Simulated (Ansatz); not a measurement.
CH4···H3OSi (doublet)

The calculation's input:

```
crystal:
  periodic: [false, false, false]
  atoms:
    - {symbol: H, position_ang: [-0.565304, -1.316865, 0.762142]}
    - {symbol: Si, position_ang: [1.847444, 0.280992, -1.191532]}
    - {symbol: O, position_ang: [0.942861, 1.393930, -0.374242]}
    - {symbol: C, position_ang: [-1.343127, -0.631111, 1.098827]}
    - {symbol: H, position_ang: [0.981850, -0.622972, -2.014203]}
    - {symbol: H, position_ang: [2.759365, 1.064443, -2.068143]}
    - {symbol: H, position_ang: [0.206316, 1.055255, 0.139847]}
    - {symbol: H, position_ang: [-2.146132, -1.200684, 1.564684]}
    - {symbol: H, position_ang: [-1.750289, -0.084563, 0.246827]}
    - {symbol: H, position_ang: [-0.933085, 0.061574, 1.835693]}
basis:
  gaussian: {orbitals: def2-TZVPP}
magnetization: {spin_polarized: true, initial_magnetization: 1}
hamiltonian: {xc: pbe0, dispersion: d4}
output: {orbitals: {seedname: orbitals}}
```

Launched as:

```sh
ansatz run in.yaml --threads 4 --pin off --events-out ev --progress --plain --max-ram 9574MiB
```

The product side of a reaction path; geometry: PBE0-D4/def2-TZVP.

All numbers below come from UKS PBE0-D4/def2-TZVPP (Ansatz 0.2.0).

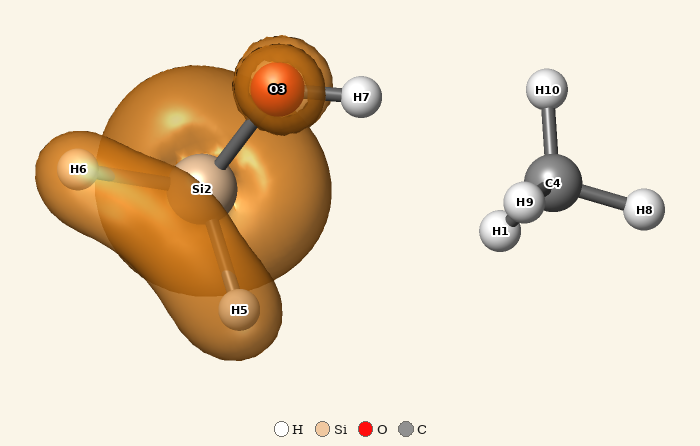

Figure 1. Isosurface of the spin density (α minus β) at +0.02 e/Å³ (orange), seen at a tilt.

**Which atoms carry the spin?**

The unpaired spin (1 electron) lies mostly on Si2 (about 0.8) and O3 (about 0.1), in electrons by Hirshfeld's partition.

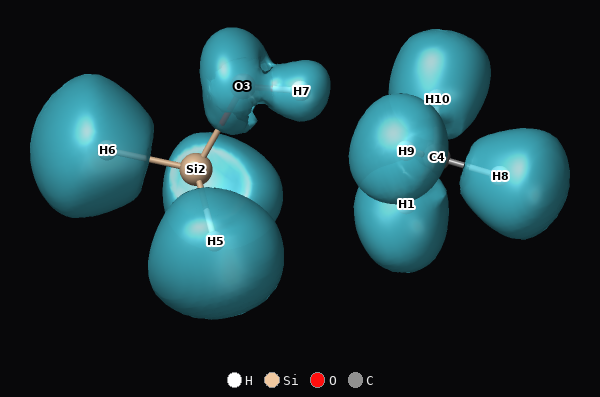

Figure 2. Isosurface of the ELF at 0.8 (cyan), seen across its widest extent. Core shells and regions of very low density are left out.

**What do the ELF domains correspond to?**

The ELF exceeds this value in six regions around hydrogen nuclei, one lobe on Si, pointing away from the bonds (non-bonding electrons) and one joined region spread over several atoms (H, O), in which their bonds and any lone pairs are merged. Along the contacts the grid gives the following. C4···H7 (2.48 Å): the ELF dips to about 0 between them. Si–O (1.65 Å): the ELF peaks at about 0.85 between the atoms (a polar covalent bond).

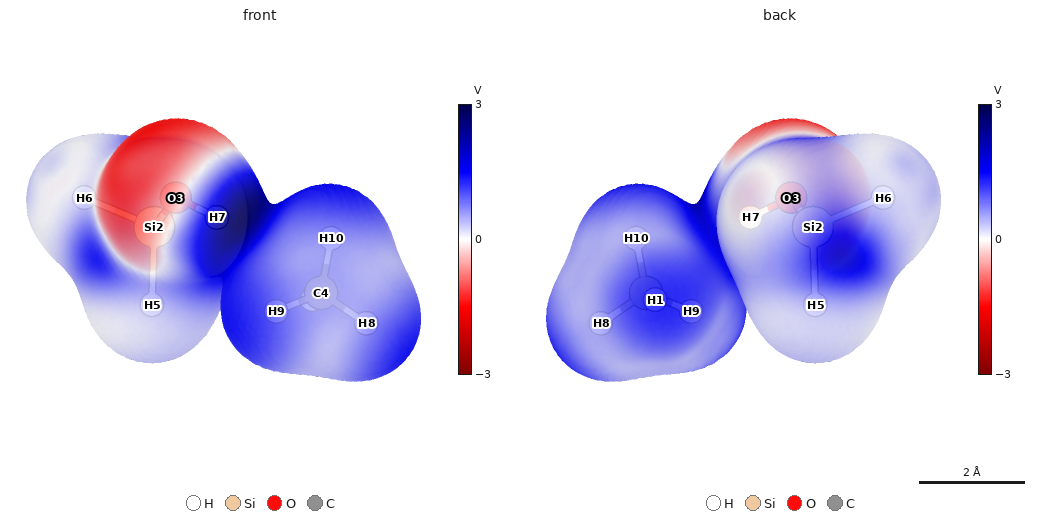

Figure 3. The electrostatic potential painted on the density surface at 0.004 e/bohr³, seen from the front and from behind; red is negative and blue positive.

**Where is the surface potential most negative and most positive?**

The most negative region (about −1.5 V) lies over O3, the most positive (about +2.6 V) over H7. O3 is the likeliest acceptor of a hydrogen bond.
